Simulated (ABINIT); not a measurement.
## Beyond one shot: Diamond (Fd-3m, 2 atoms a cell)

How far does self-consistency move the gap of Diamond (Fd-3m, 2 atoms a cell)?

Calculated with ABINIT 10.8.3; PBE and many-body steps on it, plane waves.

**What was measured.**

- Gap 5.5 eV: band gap, experimental literature value; bulk crystal (quoted in “Fermi level pinning by defects can explain the large reported carbon 1s binding energy variations in diamond”, 2019, arxiv:1902.02958).

- Gap 5.47 eV: experimental band gap used as input; bulk crystal (quoted in “Enhanced Electron Emission Performance and Air‐Surface Stability in ScO‐Terminated Diamond for Thermionic Energy Converters”, 2024, pmc:11600692).

## (1) The structure

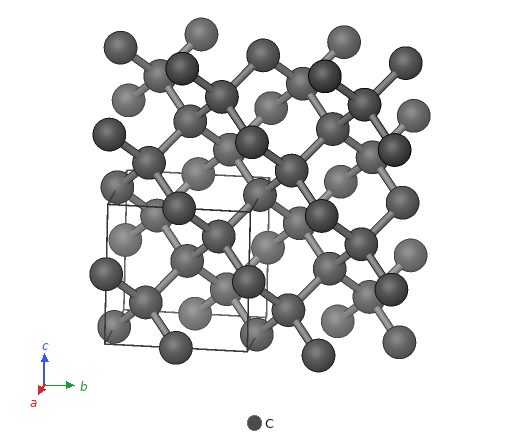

The starting structure, seen slightly off an axis (carbon dark grey). 1×2×2 cells are drawn. This picture shows the conventional cell, with its axes. Some periodic images of atoms are drawn too.

The cell and positions come from the Crystallography Open Database and are kept as given unless a step says otherwise.

## (2) Empty states on the mesh, 8×8×8 mesh, 96 bands

This step: ABINIT 10.8.3; DFT, PBE, plane waves, norm-conserving pseudopotentials.

The sums over transitions need many empty states on a uniform mesh; this step solves for them.

File run.abi:

```
acell 3*1.0 Angstrom
rprim 
  -0.000000000000 1.783370000000 1.783370000000
  1.783370000000 0.000000000000 1.783370000000
  1.783370000000 1.783370000000 0.000000000000
ntypat 1
znucl 6
natom 2
typat 1 1
xred 
  -0.000000000000 0.000000000000 -0.000000000000
  0.250000000000 0.250000000000 0.250000000000
pp_dirpath "pseudos"
pseudos "C.upf"
ecut 37
ngkpt 8 8 8
nshiftk 1
shiftk 0 0 0
kptopt 1
chksymbreak 0
irdden 1
istwfk *1
nband 96
prtvol 0
optdriver 6
gwr_task "HDIAGO"
paral_kgb 0
occopt 1
indata_prefix "in"
outdata_prefix "out"
tmpdata_prefix "tmp"
```

Run with:

```console
> OMP_NUM_THREADS=1 mpirun -n 8 abinit run.abi > log
```

Log:

```text
.Version 10.8.3 of ABINIT. v10.8.2 released Aug 2026.

 Symmetries : space group Fd -3 m (#227); Bravais cF (face-center cubic)
[... echo of the input left out ...]
== DATASET  1 ==================================================================
-   mpi_nproc: 8, omp_nthreads: 1 (-1 if OMP is not activated)

--- !DatasetInfo
iteration_state: {dtset: 1, }
dimensions: {natom: 2, nkpt: 29, mband: 96, nsppol: 1, nspinor: 1, nspden: 1, mpw: 869, }
cutoff_energies: {ecut:  37.0, pawecutdg:  -1.0, }
[...]
Indirect band gap semiconductor
 Fundamental gap:     4.190 (eV)
   VBM:    10.293 (eV) at k: [ 0.0000E+00,  0.0000E+00,  0.0000E+00]
   CBM:    14.483 (eV) at k: [ 3.7500E-01,  3.7500E-01,  0.0000E+00]
 Direct gap:         5.626 (eV) at k: [ 0.0000E+00,  0.0000E+00,  0.0000E+00]

== END DATASET(S) ==============================================================
================================================================================

 -outvars: echo values of variables after computation  --------
           etotal      0.0000000000E+00
            nband          96
             nkpt          29
          spgroup         227
 [... the other variables as echoed above ...]

 Calculation completed.
```

Wall time 4.5 s (8 MPI ranks of AMD EPYC 7R43, shared host); peak memory 0.6 GiB; 33 s of CPU time.

This step gave:

```yaml
gap: 4.190 eV
k_of_the_valence_top: 0, 0, 0
k_of_the_conduction_bottom: 0.375, 0.375, 0
least_direct_gap: 5.626 eV
k_points_computed: 29
lowest_point_of_the_top_converged_band_above_the_valence_top: 193.1850 eV
```

On this mesh the gap is 4.190 eV.

The density comes from a self-consistent run that is not shown.

## (3) Screening, 8×8×8 mesh, 88 bands, screening to 261.2 eV

The RPA dielectric matrix is built and inverted for each q.

This step: RPA screening on PBE, plane waves, norm-conserving pseudopotentials.

Edit run.abi of step 2 so:

```diff
@@ -20,10 +20,11 @@
 chksymbreak 0
-irdden 1
 istwfk *1
-nband 96
-prtvol 0
-optdriver 6
-gwr_task "HDIAGO"
-paral_kgb 0
 occopt 1
+irdwfk 1
+optdriver 3
+nband 88
+ecuteps 9.6
+inclvkb 2
+awtr 1
+symchi 1
 indata_prefix "in"
```

Log:

```text
.Version 10.8.3 of ABINIT. v10.8.2 released Aug 2026.

 Symmetries : space group Fd -3 m (#227); Bravais cF (face-center cubic)
[... echo of the input left out ...]
== DATASET  1 ==================================================================
-   mpi_nproc: 8, omp_nthreads: 1 (-1 if OMP is not activated)

--- !DatasetInfo
iteration_state: {dtset: 1, }
dimensions: {natom: 2, nkpt: 29, mband: 88, nsppol: 1, nspinor: 1, nspden: 1, mpw: 869, }
cutoff_energies: {ecut:  37.0, pawecutdg:  -1.0, }
electrons: {nelect:   8.00000000E+00, charge:   0.00000000E+00, occopt:   1.00000000E+00, tsmear:   1.00000000E-02, }

 SCREENING: Calculation of the susceptibility and dielectric matrices

 Based on a program developped by R.W. Godby, V. Olevano, G. Onida, and L. Reining.
 Incorporated in ABINIT by V. Olevano, G.-M. Rignanese, and M. Torrent.
.Using double precision arithmetic ; gwpc =  8

[... cell and pseudopotentials left out ...]
--------------------------------------------------------------------------------

 ==== K-mesh for the wavefunctions ====
 Number of points in the irreducible wedge :    29
[... list of points left out ...]
 Together with 48 symmetry operations and time-reversal symmetry
 yields   512 points in the full Brillouin Zone.

 ==== Q-mesh for the screening function ====
 Number of points in the irreducible wedge :    29
[... list of points left out ...]
 Together with 48 symmetry operations and time-reversal symmetry
 yields   512 points in the full Brillouin Zone.

 setmesh: FFT mesh size selected  =    20x   20x   20
          total number of points  =         8000

 vcoul_init : cutoff-mode = AUXILIARY_FUNCTION
 q-points for optical limit:   1
     1)      0.000010    0.000020    0.000030

- screening: taking advantage of time-reversal symmetry
- Maximum band index for partially occupied states nbvw = 4
- Remaining bands to be divided among processors   nbcw = 84
- Number of bands treated by each node ~10

 Number of electrons calculated from density =    8.0000; Expected =    8.0000
 average of density, n =  0.104505
 r_s =    1.3170
 omega_plasma =   31.1835 [eV]

 calculating chi0 at frequencies [eV] :
  1    0.000000E+00    0.000000E+00
  2    0.000000E+00    3.118352E+01

--------------------------------------------------------------------------------
  q-point number  1        q = ( 0.000000, 0.000000, 0.000000) [r.l.u.]
--------------------------------------------------------------------------------
[... chi0 elements left out ...]
 For q-point:  0.000010 0.000020 0.000030
  dielectric constant =   5.5153
  dielectric constant without local fields =   5.9489

  Average fulfillment of the sum rule on Im[epsilon] for q-point    1 :     93.21  [%]
[... wings left out ...]
  q-point number  2        q = ( 0.125000, 0.000000, 0.000000) [r.l.u.]
--------------------------------------------------------------------------------
[... chi0 elements left out ...]
  Average fulfillment of the sum rule on Im[epsilon] for q-point    2 :     99.35  [%]

 [... 27 further q-points ...]
```

Elapsed: 30 s, on 8 MPI ranks; peak memory 1.3 GiB.

Numbers from this step:

```yaml
eps_infinity_with_local_fields_on_this_mesh_along_the_program_s_q_direction: 5.515
the_same_without_local_fields: 5.949
plasma_frequency: 31.18 eV
plane_waves_in_the_screening_matrix: 113
```

Local fields lower ε∞ by 7 %.

## (4) G0W0

The self-energy is evaluated for the states that the input lists, and the levels follow from it, in one-shot runs by the linearised quasiparticle equation.

This step: G0W0 on PBE, plane waves, norm-conserving pseudopotentials.

Edit run.abi of step 3 so:

```diff
@@ -23,8 +23,17 @@
 irdwfk 1
-optdriver 3
+optdriver 4
 nband 88
+gwcalctyp 0
+ecutsigx 37
+symsigma 1
+nkptgw 2
+kptgw 
+  0.0000000000 0.0000000000 0.0000000000
+  0.3750000000 0.3750000000 0.0000000000
+bdgw 
+  2 7
+  3 6
 ecuteps 9.6
-inclvkb 2
-awtr 1
-symchi 1
+irdscr 1
+ppmodel 1
 indata_prefix "in"
```

Log:

```text
.Version 10.8.3 of ABINIT. v10.8.2 released Aug 2026.

 Symmetries : space group Fd -3 m (#227); Bravais cF (face-center cubic)
[... echo of the input left out ...]
== DATASET  1 ==================================================================
-   mpi_nproc: 8, omp_nthreads: 1 (-1 if OMP is not activated)

--- !DatasetInfo
iteration_state: {dtset: 1, }
dimensions: {natom: 2, nkpt: 29, mband: 88, nsppol: 1, nspinor: 1, nspden: 1, mpw: 869, }
cutoff_energies: {ecut:  37.0, pawecutdg:  -1.0, }
electrons: {nelect:   8.00000000E+00, charge:   0.00000000E+00, occopt:   1.00000000E+00, tsmear:   1.00000000E-02, }

 SIGMA: Calculation of the GW corrections

 Based on a program developped by R.W. Godby, V. Olevano, G. Onida, and L. Reining.
 Incorporated in ABINIT by V. Olevano, G.-M. Rignanese, and M. Torrent.
.Using double precision arithmetic ; gwpc =  8

[... cell and pseudopotentials left out ...]
--------------------------------------------------------------------------------

 ==== K-mesh for the wavefunctions ====
 Number of points in the irreducible wedge :    29
[... list of points left out ...]
 Together with 48 symmetry operations and time-reversal symmetry
 yields   512 points in the full Brillouin Zone.

 ==== Q-mesh for screening function ====
 Number of points in the irreducible wedge :    29
[... list of points left out ...]
 Together with 48 symmetry operations and time-reversal symmetry
 yields   512 points in the full Brillouin Zone.

 vcoul_init : cutoff-mode = AUXILIARY_FUNCTION
 q-points for optical limit:   1
     1)      0.000010    0.000020    0.000030
 setmesh: FFT mesh size selected  =    32x   32x   32
          total number of points  =        32768

 Number of electrons calculated from density =    8.0000; Expected =    8.0000
 average of density, n =  0.104505
 r_s =    1.3170
 omega_plasma =   31.1835 [eV]

 === KS Band Gaps ===
  >>>> For spin  1
   Minimum direct gap =   5.6255 [eV], located at k-point      :   0.0000  0.0000  0.0000
   Fundamental gap    =   4.1901 [eV], Top of valence bands at :   0.0000  0.0000  0.0000
                                       Bottom of conduction at :   0.3750  0.3750  0.0000
 SIGMA fundamental parameters:
 PLASMON POLE MODEL  1
 number of plane-waves for SigmaX                  869
 number of plane-waves for SigmaC and W            113
 number of plane-waves for wavefunctions           869
 number of bands                                    88
 number of independent spin polarizations            1
 number of spinorial components                      1
 number of k-points in IBZ                          29
 number of q-points in IBZ                          29
 number of symmetry operations                      48
 number of k-points in BZ                          512
 number of q-points in BZ                          512
 number of frequencies for dSigma/dE                 9
 frequency step for dSigma/dE [eV]                0.25
 number of omega for Sigma on real axis              0
 max omega for Sigma on real axis  [eV]           0.00
 zcut for avoiding poles [eV]                     0.10

 EPSILON^-1 parameters (SCR file):
 dimension of the eps^-1 matrix on file            113
 dimension of the eps^-1 matrix used               113
 number of plane-waves for wavefunctions           869
 number of bands                                    88
 number of q-points in IBZ                          29
 number of frequencies                               2
 number of real frequencies                          1
 number of imag frequencies                          1

 matrix elements of self-energy operator (all in [eV])

 Perturbative Calculation

--- !SelfEnergy_ee
iteration_state: {dtset: 1, }
kpoint     : [   0.000,    0.000,    0.000, ]
spin       : 1
KS_gap     :    5.626
QP_gap     :    7.407
Delta_QP_KS:    1.782
data: !SigmaeeData |
     Band     E0 <VxcDFT>   SigX SigC(E0)      Z dSigC/dE  Sig(E)    E-E0       E
        2  10.293 -16.962 -19.293   1.412   0.831  -0.204 -17.726  -0.763   9.530
        3  10.293 -16.962 -19.293   1.412   0.831  -0.204 -17.726  -0.763   9.530
        4  10.293 -16.962 -19.293   1.412   0.831  -0.204 -17.726  -0.763   9.530
        5  15.918 -15.643  -9.539  -4.880   0.832  -0.202 -14.624   1.019  16.937
        6  15.918 -15.643  -9.539  -4.880   0.832  -0.202 -14.624   1.019  16.937
        7  15.918 -15.643  -9.539  -4.880   0.832  -0.202 -14.624   1.019  16.937

--- !SelfEnergy_ee
iteration_state: {dtset: 1, }
kpoint     : [   0.375,    0.375,    0.000, ]
spin       : 1
KS_gap     :    9.944
QP_gap     :   11.606
Delta_QP_KS:    1.662
data: !SigmaeeData |
     Band     E0 <VxcDFT>   SigX SigC(E0)      Z dSigC/dE  Sig(E)    E-E0       E
        3   4.539 -15.969 -20.469   3.118   0.816  -0.225 -17.097  -1.128   3.410
        4   4.539 -15.969 -20.469   3.118   0.816  -0.225 -17.097  -1.128   3.410
        5  14.483 -14.094  -8.673  -4.787   0.842  -0.188 -13.560   0.534  15.017
        6  17.096 -13.238  -7.304  -5.320   0.843  -0.187 -12.721   0.518  17.614

== END DATASET(S) ==============================================================
================================================================================

 -outvars: echo values of variables after computation  --------
           etotal      0.0000000000E+00
            nband          88
             nkpt          29
          spgroup         227
 [... the other variables as echoed above ...]

 Calculation completed.
```

Elapsed: 7 s, on 8 MPI ranks; peak memory 1.2 GiB; 54 s of CPU time.

Numbers from this step:

```yaml
g0w0_gap_on_the_points_computed: 5.487 eV
starting_gap_on_the_mesh: 4.190 eV
k_of_the_valence_top: 0, 0, 0
k_of_the_conduction_bottom: 0.375, 0.375, 0
z_at_the_valence_top: 0.831
z_at_the_conduction_bottom: 0.842
least_direct_g0w0_gap_on_the_computed_points: 7.407 eV
```

The gap on the mesh goes from 4.19 eV to 5.49 eV, a correction of +1.30 eV.

## (5) evGW0, cycle 1

This step: evGW0 on PBE, plane waves, norm-conserving pseudopotentials.

Edit run.abi of step 4 so:

```diff
@@ -25,12 +25,66 @@
 nband 88
-gwcalctyp 0
+gwcalctyp 10
 ecutsigx 37
 symsigma 1
-nkptgw 2
+nkptgw 29
 kptgw 
   0.0000000000 0.0000000000 0.0000000000
+  0.1250000000 0.0000000000 0.0000000000
+  0.2500000000 0.0000000000 0.0000000000
+  0.3750000000 0.0000000000 0.0000000000
+  0.5000000000 0.0000000000 0.0000000000
+  0.1250000000 0.1250000000 0.0000000000
+  0.2500000000 0.1250000000 0.0000000000
+  0.3750000000 0.1250000000 0.0000000000
+  0.5000000000 0.1250000000 0.0000000000
+  -0.3750000000 0.1250000000 0.0000000000
+  -0.2500000000 0.1250000000 0.0000000000
+  -0.1250000000 0.1250000000 0.0000000000
+  0.2500000000 0.2500000000 0.0000000000
+  0.3750000000 0.2500000000 0.0000000000
+  0.5000000000 0.2500000000 0.0000000000
+  -0.3750000000 0.2500000000 0.0000000000
+  -0.2500000000 0.2500000000 0.0000000000
   0.3750000000 0.3750000000 0.0000000000
+  0.5000000000 0.3750000000 0.0000000000
+  -0.3750000000 0.3750000000 0.0000000000
+  0.5000000000 0.5000000000 0.0000000000
+  0.3750000000 0.2500000000 0.1250000000
+  0.5000000000 0.2500000000 0.1250000000
+  -0.3750000000 0.2500000000 0.1250000000
+  0.5000000000 0.3750000000 0.1250000000
+  -0.3750000000 0.3750000000 0.1250000000
+  -0.2500000000 0.3750000000 0.1250000000
+  -0.3750000000 0.5000000000 0.1250000000
+  -0.2500000000 0.5000000000 0.2500000000
 bdgw 
-  2 7
-  3 6
+  1 8
+  1 8
+  1 8
+  1 8
+  1 8
+  1 8
+  1 8
+  1 8
+  1 8
+  1 8
+  1 8
+  1 8
+  1 8
+  1 8
+  1 8
+  1 8
+  1 8
+  1 8
+  1 8
+  1 8
+  1 8
+  1 8
+  1 8
+  1 8
+  1 8
+  1 8
+  1 8
+  1 8
+  1 8
 ecuteps 9.6
```

Log:

```text
.Version 10.8.3 of ABINIT. v10.8.2 released Aug 2026.

 Symmetries : space group Fd -3 m (#227); Bravais cF (face-center cubic)
[... echo of the input left out ...]
== DATASET  1 ==================================================================
-   mpi_nproc: 8, omp_nthreads: 1 (-1 if OMP is not activated)

--- !DatasetInfo
iteration_state: {dtset: 1, }
dimensions: {natom: 2, nkpt: 29, mband: 88, nsppol: 1, nspinor: 1, nspden: 1, mpw: 869, }
cutoff_energies: {ecut:  37.0, pawecutdg:  -1.0, }
electrons: {nelect:   8.00000000E+00, charge:   0.00000000E+00, occopt:   1.00000000E+00, tsmear:   1.00000000E-02, }

 SIGMA: Calculation of the GW corrections

 Based on a program developped by R.W. Godby, V. Olevano, G. Onida, and L. Reining.
 Incorporated in ABINIT by V. Olevano, G.-M. Rignanese, and M. Torrent.
.Using double precision arithmetic ; gwpc =  8

[... cell and pseudopotentials left out ...]
--------------------------------------------------------------------------------

 ==== K-mesh for the wavefunctions ====
 Number of points in the irreducible wedge :    29
[... list of points left out ...]
 Together with 48 symmetry operations and time-reversal symmetry
 yields   512 points in the full Brillouin Zone.

 ==== Q-mesh for screening function ====
 Number of points in the irreducible wedge :    29
[... list of points left out ...]
 Together with 48 symmetry operations and time-reversal symmetry
 yields   512 points in the full Brillouin Zone.

 vcoul_init : cutoff-mode = AUXILIARY_FUNCTION
 q-points for optical limit:   1
     1)      0.000010    0.000020    0.000030
 setmesh: FFT mesh size selected  =    32x   32x   32
          total number of points  =        32768

 Number of electrons calculated from density =    8.0000; Expected =    8.0000
[...]
QP_gap     :   16.131
Delta_QP_KS:    1.869
data: !SigmaeeData |
     Band     E_DFT   <VxcDFT>   E(N-1)  <Hhartree>   SigX  SigC[E(N-1)]    Z     dSigC/dE  Sig[E(N)]  DeltaE  E(N)_pert E(N)_diago
[...]
--- !SelfEnergy_ee
iteration_state: {dtset: 1, }
kpoint     : [  -0.250,    0.500,    0.250, ]
spin       : 1
KS_gap     :   19.016
QP_gap     :   21.189
Delta_QP_KS:    2.172
data: !SigmaeeData |
     Band     E_DFT   <VxcDFT>   E(N-1)  <Hhartree>   SigX  SigC[E(N-1)]    Z     dSigC/dE  Sig[E(N)]  DeltaE  E(N)_pert E(N)_diago
[...]
7    22.647   -16.245    22.647    38.893    -7.768    -7.110     0.799    -0.251   -15.152     1.093    23.740    24.015
        8    22.647   -16.245    22.647    38.893    -7.768    -7.110     0.799    -0.251   -15.152     1.093    23.740    24.015

 New Fermi energy :        4.500240E-01 Ha ,    1.224578E+01 eV
 New Exchange energy :    -3.199837E+00 Ha ,   -8.707200E+01 eV

 === QP Band Gaps ===
  >>>> For spin  1
   Minimum direct gap =   7.7681 [eV], located at k-point      :   0.0000  0.0000  0.0000
   Fundamental gap    =   5.7427 [eV], Top of valence bands at :   0.0000  0.0000  0.0000
                                       Bottom of conduction at :   0.3750  0.3750  0.0000

 writing QP data on file : out_QPS

 Convergence of QP corrections
 >>>>> For spin  1 <<<<<
.  kptgw no:  1; Maximum DeltaE = (  -1.640   0.007) for band index:  1
.  kptgw no:  2; Maximum DeltaE = (  -1.575   0.011) for band index:  1
.  kptgw no:  3; Maximum DeltaE = (  -1.650   0.014) for band index:  1
[...]
.  kptgw no: 28; Maximum DeltaE = (  -1.661  -0.000) for band index:  1
.  kptgw no: 29; Maximum DeltaE = (  -1.682   0.001) for band index:  1

== END DATASET(S) ==============================================================
================================================================================

 -outvars: echo values of variables after computation  --------
           etotal      0.0000000000E+00
            nband          88
             nkpt          29
          spgroup         227
 [... the other variables as echoed above ...]

 Calculation completed.
```

Elapsed: 8.7 min, on 8 MPI ranks; peak memory 2.3 GiB.

This step gave:

```
quasiparticle gap on the mesh                         : 5.743 eV
gap of the density functional on the mesh             : 4.190 eV
k of the valence top                                  : 0, 0, 0
k of the conduction bottom                            : 0.375, 0.375, 0
Z at the valence top                                  : 0.831
Z at the conduction bottom                            : 0.842
least direct quasiparticle gap on the computed points : 7.769 eV
```

Against G0W0 in ABINIT (8×8×8 mesh, 88 bands, screening to 261.2 eV, Godby-Needs plasmon pole), the gap moves by +0.256 eV. This first cycle still uses the starting levels; it takes the full correction, at all points of the mesh, and its linearised value is 5.487 eV.

[end of part 1 of 3]

[Paths, hosts, dates, memory and timing lines, banners, echoed tables and standing remarks are left out of the program output.]

[Logs are printed without paths, hosts, clocks, repeated set-up lines and the standing remarks that a program may print on its own settings, such as how far it seeks lower states.]

[Runs of the session that timed out or met a known fault of the program may be left out.]

[Hosts, paths, dates, database ids (printed as entryN), source tags and the programs' standing remarks are cut or masked in the printed files.]

[G0W0 gaps are taken among the corrected bands and points alone; a level outside them can change the order at an edge.]

[Where Ansatz stands beside ABINIT at settings called matched, ABINIT's density can come from a denser mesh and the files from another edition; pairs whose starting gaps differed by over 0.03 eV were left out, so agreement reads better than it is.]
